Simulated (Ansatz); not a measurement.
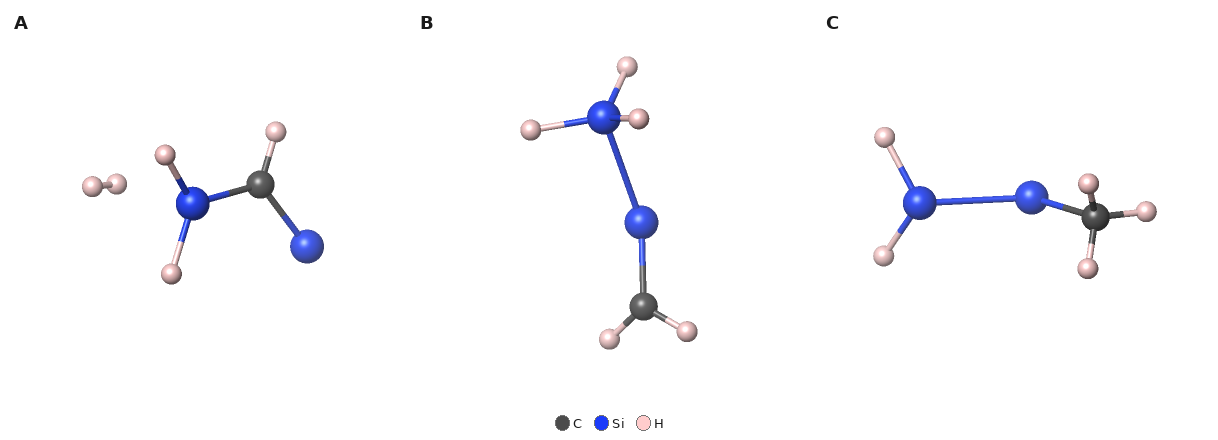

3 stationary structures of one formula. The species has charge +1 and is a spin singlet. Geometries: PBE0-D4/def2-TZVP. Electronic energies: PBE0-D4/def2-TZVPP (Ansatz 0.2.0), without zero-point energy. No frequency run is at hand to confirm each as a minimum. Each is one conformer, not always the lowest.

**Rank them by energy, lowest first.**

C is lowest (Cs); B lies 12.3 kcal/mol above it, A lies 16.9 kcal/mol above it (C1).
